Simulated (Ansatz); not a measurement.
Consider BN in the h-BN type structure (space group P6_3/mmc, No. 194; a = 2.500 Å, c = 6.411 Å; layered, stacked along the Cartesian z axis). Axes: x lies along a and z along c of the hexagonal cell.

The change: uniaxial strain ε_yy = −5.47 %, all other strain components held at zero, atoms relaxed at fixed cell.

Calculations: Ansatz (a quantum-chemistry and plane-wave program), PBEsol-D3(BJ), PAW, cutoff 420 eV, scalar-relativistic without spin-orbit coupling.

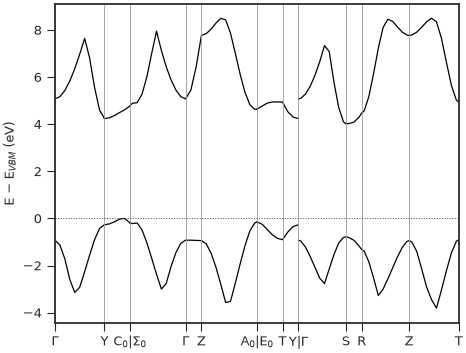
Fig. 1. Highest valence and lowest conduction band along the path of the changed cell's own zone

From the figure, how large is the changed gap, and is it direct?

About 4.0 eV, indirect, Y–C₀ (80 % along) → S.

Whether these cells are dynamically stable was not tested. Labels are those of the standard path for the cell's own space group.
